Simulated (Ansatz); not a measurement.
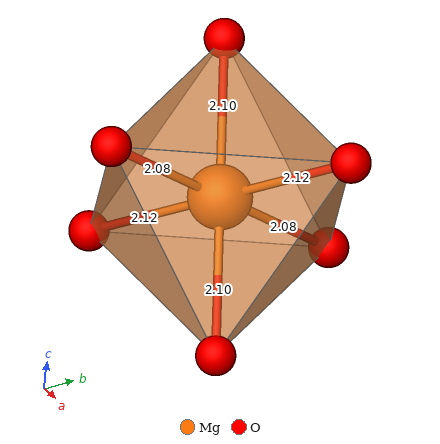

Coordination of Mg in MgH₁₈C₂S₂N₂O₁₂ (P-1); bond lengths in Å. Shape measures S are computed against regular polyhedra or, for capped shapes, the nearer of the equal-edge and equal-bond forms. Source: the geometry relaxed with Ansatz, DFT PBE+D3(BJ), scalar-relativistic, plane waves, PAW.

Q: Name the coordination polyhedron and say how regular it is.

A: MgO6: an essentially ideal octahedron (coordination number 6, S = 0.09; next best trigonal prism, S = 16.3).

Q: Does the central atom sit at the centroid of its ligands?

A: Yes, to within 0.01 Å; the site symmetry is -1.
